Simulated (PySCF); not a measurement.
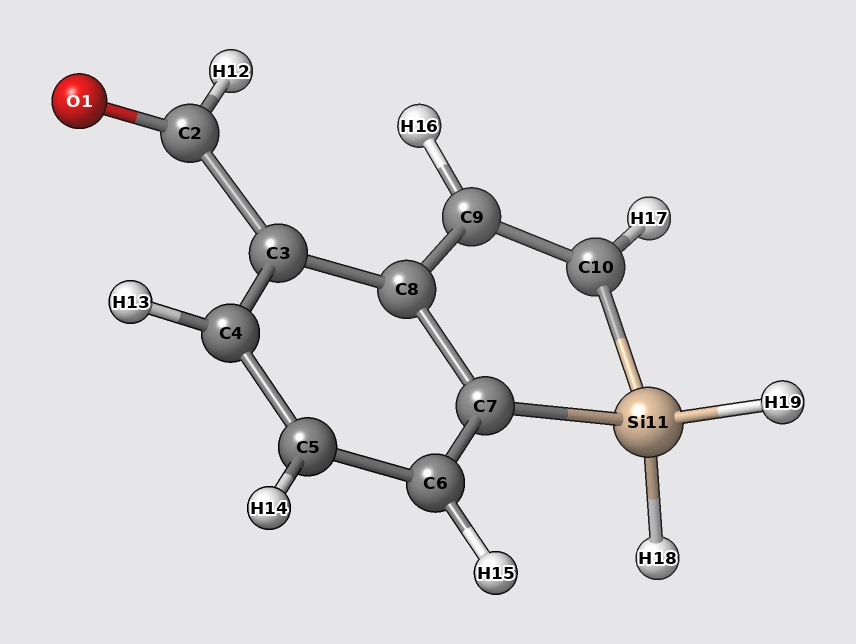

Computed geometry: PBE0-D3(BJ)/def2-SVP optimisation. No frequency run is at hand to confirm it as a minimum. Electric field gradients from the ground-state density, PBE0/pcSseg-1 in acetonitrile (IEF-PCM) (PySCF 2.14.0), non-relativistic apart from any core potentials.

Give the largest field-gradient component, the quadrupole coupling constant and the asymmetry for 17O at O1 (Q = −25.6 mb), 2H at H12 (Q = 2.86 mb), 2H at H13 (Q = 2.86 mb).

| atom | V_zz (a.u.) | e²qQ/h (MHz) | η |
| --- | --- | --- | --- |
| O1 | −1.940 | 11.67 | 0.43 |
| H12 | 0.251 | 0.169 | 0.03 |
| H13 | 0.296 | 0.199 | 0.03 |
